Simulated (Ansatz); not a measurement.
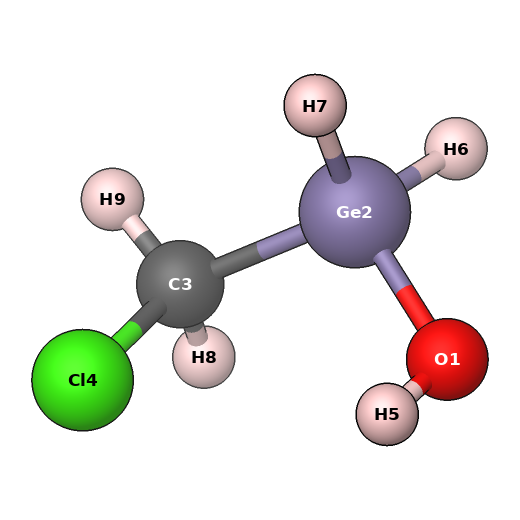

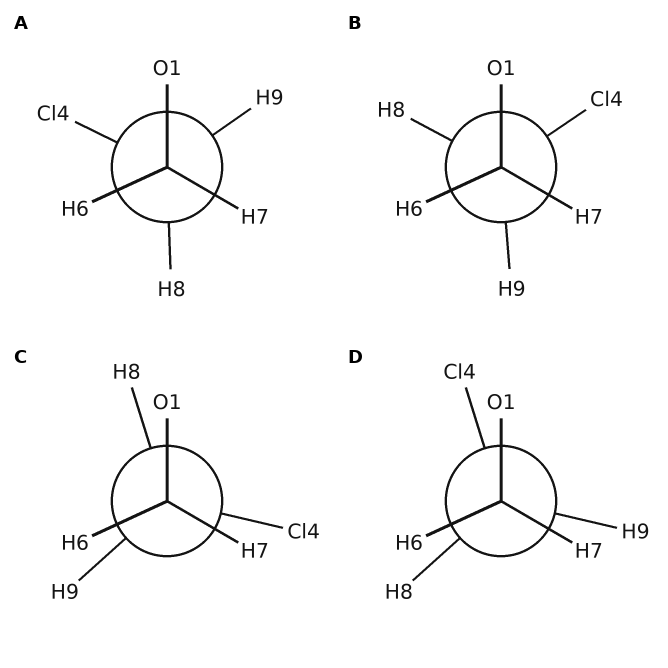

Depth is shown by fading: the farther an atom, the more it takes the colour of the background. Bonds that would overlap in a projection are set slightly apart. The geometry was computed by an optimisation with PBE0-D4/def2-TZVP. No frequency run is at hand to confirm it as a minimum.

**Which Newman projection shows the view along Ge2–C3, with Ge2 in front?**

B. The torsion angle O1–Ge2–C3–Cl4 is 56°, synclinal (gauche).
